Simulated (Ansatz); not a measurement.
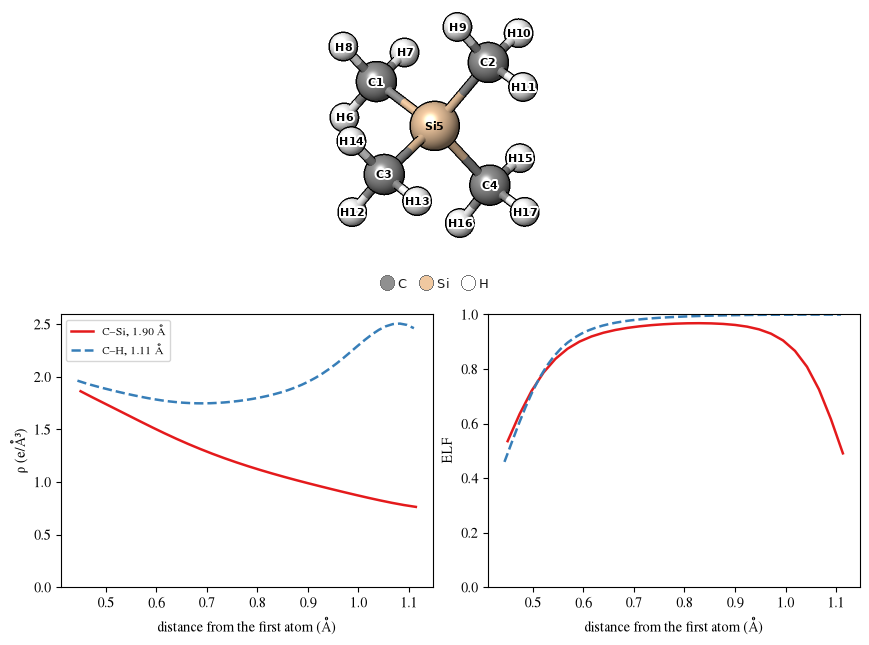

The picture shows: C4H12Si (SMILES C[Si](C)(C)C). Electron density and ELF along straight lines between neighbouring atoms. The curves leave out the atomic cores. The structure is drawn too.

Geometry: PBE-D3(BJ)/def2-SVP.

Level of theory: Ansatz, isolated molecule in a Gaussian basis; Kohn-Sham density functional theory, functional PBE0.

The calculation's input:

```
basis:
  gaussian: {orbitals: def2-SVPD}
crystal:
  periodic: [false, false, false]
  atoms:
    - {symbol: C, position_ang: [-1.729207, 1.883320, 0.610844]}
    - {symbol: C, position_ang: [0.957270, 2.634809, -0.730165]}
    - {symbol: C, position_ang: [0.887295, 0.488937, 1.499386]}
    - {symbol: C, position_ang: [-0.327584, -0.126826, -1.280027]}
    - {symbol: Si, position_ang: [-0.053060, 1.220057, 0.025012]}
    - {symbol: H, position_ang: [-2.346286, 1.075870, 1.056570]}
    - {symbol: H, position_ang: [-2.303649, 2.321335, -0.231529]}
    - {symbol: H, position_ang: [-1.601179, 2.673638, 1.379247]}
    - {symbol: H, position_ang: [1.134224, 3.441347, 0.011195]}
    - {symbol: H, position_ang: [0.431765, 3.083646, -1.598398]}
    - {symbol: H, position_ang: [1.946855, 2.277064, -1.082550]}
    - {symbol: H, position_ang: [0.319300, -0.343352, 1.964265]}
    - {symbol: H, position_ang: [1.875004, 0.090775, 1.187410]}
    - {symbol: H, position_ang: [1.064186, 1.255506, 2.282021]}
    - {symbol: H, position_ang: [-0.878825, 0.271139, -2.157062]}
    - {symbol: H, position_ang: [-0.916054, -0.971837, -0.866393]}
    - {symbol: H, position_ang: [0.638001, -0.534388, -1.644684]}
output: {forces: true, orbitals: {seedname: orbitals}}
hamiltonian: {xc: {name: PBE0}}
```

Command:

```sh
ansatz run input.yaml --threads 2 --pin off --max-ram 5220MiB --events-out events.jsonl --progress --plain --runs-dir runs
```

### What kind of bonding do the profiles show?

C–Si (1.90 Å): ρ is about 0.93 e/Å³ halfway; the ELF peaks at about 0.95 between the atoms: a covalent bond.
C–H (1.11 Å): ρ is about 1.8 e/Å³ halfway; the ELF climbs to about 1 towards the hydrogen, as it does in any bond to H: an ordinary covalent bond to hydrogen.
